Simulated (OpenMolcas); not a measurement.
**Multiconfigurational calculation for Rb**

Rb. Computed at this level: state-averaged CASSCF, active space 1 electron in the shells 5s 5p, basis ANO-R1, X2C scalar Hamiltonian, spin-orbit coupling by RASSI with atomic mean-field integrals (OpenMolcas).

## The input
```
&GATEWAY
Coord
1

Rb 0.0 0.0 0.0
Basis=ANO-R1
Group=XYZ
NoMove
AngMom=0.0 0.0 0.0
AMFI
&SEWARD
&RASSCF
FileOrb=start.orb
Symmetry=1
Spin=2
nActEl=1 0 0
Inactive=9 9
Ras2=1 3
CIRoot=1 1 1
SDav=1
CIMx=300
Iter=120 100
PrWF=0.3
OrbListing=Nothing
MaxOrb=0
Atom
>>> COPY $Project.JobIph JOB001
&RASSCF
FileOrb=start.orb
Symmetry=2
Spin=2
nActEl=1 0 0
Inactive=9 9
Ras2=1 3
CIRoot=3 3 1
SDav=3
CIMx=300
Iter=120 100
PrWF=0.3
OrbListing=Nothing
MaxOrb=0
Atom
>>> COPY $Project.JobIph JOB002
&RASSI
NrOfJobIphs=2 1 3
1
1 2 3
IphNames
JOB001
JOB002
EJob
SpinOrbit
DIPRint=1.0
SOCoupling=1000.0
Subsets=2
MEES
Property=10
'ANGMOM' 1 'ANGMOM' 2 'ANGMOM' 3 'MLTPL  1' 1 'MLTPL  1' 2 'MLTPL  1' 3
'AMFI' 1 'AMFI' 2 'AMFI' 3 'MLTPL  2' 6
SOProperty=3
'ANGMOM' 1 'ANGMOM' 2 'ANGMOM' 3
```

The file start.orb holds starting orbitals from an earlier step. A driver script formed the levels outside the program, from RASSI's spin-orbit matrix and the active-space energies, averaged over the components of each term or state.

Command:
```bash
OMP_NUM_THREADS=1 MOLCAS_MEM=2252 MOLCAS_PROJECT=a pymolcas a.inp > a.log  # once for each step of the input, in one work folder
```

## Log (extracts)
```
--- SEWARD ---
Basis set label: RB.ANO-R...5S4P2D.

      Electronic valence basis set:
      ------------------
      Associated Effective Charge  37.000000 au
      Associated Actual Charge     37.000000 au
      Nuclear Model: Finite nucleus - Gaussian distribution
        Gaussian exponent, Xi/bohr**(-2):  2.33015E+08

      Shell  nPrim  nBasis  Cartesian Spherical Contaminant
         s      22       5        X
         p      15       4        X
         d      10       2                 X
                  Relativistic X2C integrals
                  Atomic mean-field integrals
--- RASSCF ---
Wave function specifications:
      -----------------------------

      Number of closed shell electrons          36
      Number of electrons in active shells       1
      Max number of holes in RAS1 space          0
      Max nr of electrons in RAS3 space          0
      Number of inactive orbitals               18
      Number of active orbitals                  4
      Number of secondary orbitals               5
      Spin quantum number                      0.5
      State symmetry                             1
Orbital specifications:
      -----------------------

      Symmetry species                           1   2
                                                ag  au
      Frozen orbitals                            0   0
      Inactive orbitals                          9   9
      Active orbitals                            1   3
      RAS1 orbitals                              0   0
      RAS2 orbitals                              1   3
      RAS3 orbitals                              0   0
      Secondary orbitals                         5   0
      Deleted orbitals                           0   0
      Number of basis functions                 15  12
      Number of CSFs                             1
      Number of root(s) required                 1
      Iter CI   SX   CI       RASSCF       Energy    max ROT     max BLB   max BLB  Level Ln srch  Step   QN
          iter iter root      energy       change     param      element    value   shift minimum  type update
 Nr of preliminary CI iterations:   1
 ###############################################################################
 ###############################################################################
 ###                                                                         ###
 ###                                                                         ###
 ###    WARNING: Problems in orbital optimization.                           ###
 ###                                                                         ###
 ###                                                                         ###
 ###############################################################################
 ###############################################################################
  Warning: In symmetry  2, orbital p=  10 has diagonal density matrix element D(p,p) close to zero. D(p,p)=  0.000000E+00
  Warning: In symmetry  2, orbital p=  11 has diagonal density matrix element D(p,p) close to zero. D(p,p)=  0.000000E+00
        ...
  Warning: In symmetry  2, orbital p=  10 has diagonal density matrix element D(p,p) close to zero. D(p,p)=  0.000000E+00
  Warning: In symmetry  2, orbital p=  11 has diagonal density matrix element D(p,p) close to zero. D(p,p)=  0.000000E+00
  Warning: In symmetry  2, orbital p=  12 has diagonal density matrix element D(p,p) close to zero. D(p,p)=  0.000000E+00
        4   1    1    1  -979.14788135   -4.55E-13   0.00E+00    3  10 1 -4.48E-10   0.00   0.00    SX    NO
      Convergence after  4 iterations
        5   1    1    1  -979.14788135   -1.82E-12   0.00E+00    3  10 1 -4.48E-10   0.00   0.00    SX    NO
      Natural orbitals and occupation numbers for root  1
      sym 1:   1.000000
      sym 2:   0.000000   0.000000   0.000000
::    RASSCF root number  1 Total energy:  -2979.14788135
--- RASSCF ---
Wave function specifications:
      -----------------------------

      Number of closed shell electrons          36
      Number of electrons in active shells       1
      Max number of holes in RAS1 space          0
      Max nr of electrons in RAS3 space          0
      Number of inactive orbitals               18
      Number of active orbitals                  4
      Number of secondary orbitals               5
      Spin quantum number                      0.5
      State symmetry                             2
Orbital specifications:
      -----------------------

      Symmetry species                           1   2
                                                ag  au
      Frozen orbitals                            0   0
      Inactive orbitals                          9   9
      Active orbitals                            1   3
      RAS1 orbitals                              0   0
      RAS2 orbitals                              1   3
      RAS3 orbitals                              0   0
      Secondary orbitals                         5   0
      Deleted orbitals                           0   0
      Number of basis functions                 15  12
      Number of CSFs                             3
      Number of root(s) required                 3
      Iter CI   SX   CI       RASSCF       Energy    max ROT     max BLB   max BLB  Level Ln srch  Step   QN
          iter iter root      energy       change     param      element    value   shift minimum  type update
 Nr of preliminary CI iterations:   1
 ###############################################################################
 ###############################################################################
 ###                                                                         ###
 ###                                                                         ###
 ###    WARNING: Problems in orbital optimization.                           ###
 ###                                                                         ###
 ###                                                                         ###
 ###############################################################################
 ###############################################################################
  Warning: In symmetry  1, orbital p=  10 has diagonal density matrix element D(p,p) close to zero. D(p,p)=  0.000000E+00
      Total energies have been shifted. Add                -2000.00 au
        ...
 ###############################################################################
 ###############################################################################
  Warning: In symmetry  1, orbital p=  10 has diagonal density matrix element D(p,p) close to zero. D(p,p)=  0.000000E+00
        4   1    1    0  -979.05173096   -3.64E-12   0.00E+00    9  10 1  9.78E-09   0.00   0.00    SX    NO
      Convergence after  4 iterations
        5   1    1    0  -979.05173096    2.73E-12   0.00E+00    9  10 1  9.78E-09   0.00   0.00    SX    NO
      Natural orbitals and occupation numbers for root  1
      sym 1:   0.000000
      sym 2:   1.000000  -0.000000   0.000000
      Natural orbitals and occupation numbers for root  2
      sym 1:   0.000000
      sym 2:  -0.000000   1.000000   0.000000
      Natural orbitals and occupation numbers for root  3
      sym 1:   0.000000
      sym 2:   0.000000   0.000000   1.000000
::    RASSCF root number  1 Total energy:  -2979.05173096
::    RASSCF root number  2 Total energy:  -2979.05173096
::    RASSCF root number  3 Total energy:  -2979.05173096
--- RASSI ---
SPIN-FREE ENERGIES:
  (Shifted by EMIN (a.u.) =      -2979.1478813458)

 SF State       Relative EMIN(au)   Rel lowest level(eV)    D:o, cm**(-1)      L_eff

     1             0.0000000000        0.0000000000              0.0000         0.0
     2             0.0961503880        2.6163853457          21102.5710         1.0
     3             0.0961503880        2.6163853457          21102.5710         1.0
     4             0.0961503880        2.6163853457          21102.5710         1.0
     Dipole printing threshold changed to   1.00000000E+00

++ Dipole transition strengths (spin-free states):
   -----------------------------------------------
     for osc. strength at least  1.00000000E+00

  ( Max oscillator strength is only   0.48721395341087959      )
--
Eigenvalues of complex Hamiltonian:
   -----------------------------------
  (Shifted by EMIN (a.u.) =      -2979.1478813458)

 SO State       Relative EMIN(au)   Rel lowest level(eV)    D:o, cm**(-1)     J-value

     1             0.0000000000        0.0000000000              0.0000         0.4
     2             0.0000000000        0.0000000000              0.0000         0.4
     3             0.0945783102        2.5736069292          20757.5398         0.4
     4             0.0945783102        2.5736069292          20757.5398         0.4
     5             0.0969364269        2.6377745540          21275.0866         1.4
     6             0.0969364269        2.6377745540          21275.0866         1.4
     7             0.0969364269        2.6377745540          21275.0866         0.8
     8             0.0969364269        2.6377745540          21275.0866         0.8
Weights of the five most important spin-orbit-free states for each spin-orbit state.

 SO State  Total energy (au)           Spin-free states, spin, and weights
 -------------------------------------------------------------------------------------------------------
    1         0.000000       1 0.5  1.0000    4 0.5  0.0000    3 0.5  0.0000    2 0.5  0.0000
    2         0.000000       1 0.5  1.0000    4 0.5  0.0000    3 0.5  0.0000    2 0.5  0.0000
    3         0.094578       3 0.5  0.3333    2 0.5  0.3333    4 0.5  0.3333    1 0.5  0.0000
    4         0.094578       3 0.5  0.3333    2 0.5  0.3333    4 0.5  0.3333    1 0.5  0.0000
    5         0.096936       4 0.5  0.6667    3 0.5  0.1667    2 0.5  0.1667    1 0.5  0.0000
    6         0.096936       4 0.5  0.6667    3 0.5  0.1667    2 0.5  0.1667    1 0.5  0.0000
    7         0.096936       3 0.5  0.5000    2 0.5  0.5000    4 0.5  0.0000    1 0.5  0.0000
    8         0.096936       3 0.5  0.5000    2 0.5  0.5000    4 0.5  0.0000    1 0.5  0.0000
 -------------------------------------------------------------------------------------------------------
```

## Spin-orbit levels, grouped by J and assigned

| Configuration | Level | E (cm⁻¹) | LS purity (%) | Landé g |
| --- | --- | --- | --- | --- |
| 5s | ²S₁/₂ | 0 | 100 | 2.002 |
| 5p | ²P°₁/₂ | 20,760 | 100 | 0.666 |
| 5p | ²P°₃/₂ | 21,280 | 100 | 1.334 |

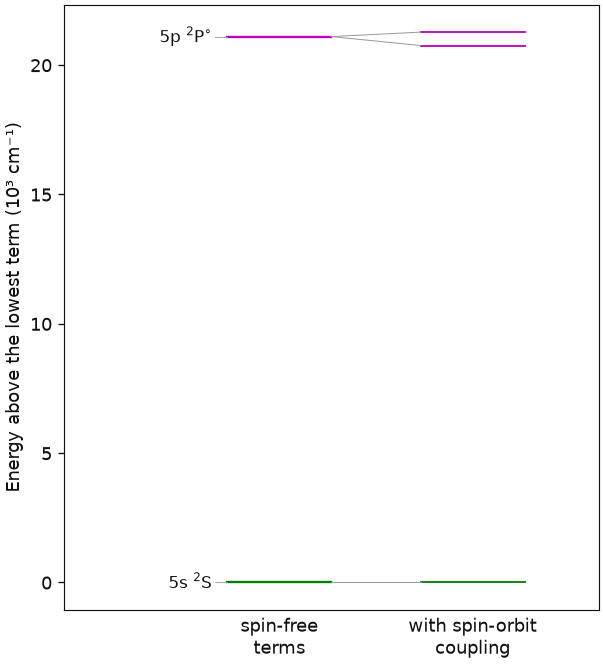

**Figure 1.** Terms of neutral rubidium without and with spin-orbit coupling; the J values are left off. 5s ²S (at 0) gives the one level J = 1/2; 5p ²P° (at 21,100 cm⁻¹) splits over 518 cm⁻¹ into J = 1/2, 3/2 from the bottom up (normal). The ground level lies 0 below the lowest term.

## Results in brief

- outcome: converged
- lowest level: 5s ²S₁/₂
- first excited level: 5p ²P°₁/₂, 20,758 cm⁻¹ (measured: 12,579)
- energy of the lowest spin-free term: −2979.14788 hartree
- energy of the lowest spin-orbit level: −2979.14788 hartree
- largest spread among components of a term: 0.0 cm⁻¹
- hardware: 1 CPU thread, shared host
- wall time: 4.9 s

## Notes

Against measured levels the run misses widely: 5p1 2P* J = 3/2 comes out at 21,275 cm⁻¹ where 12,817 cm⁻¹ is measured.
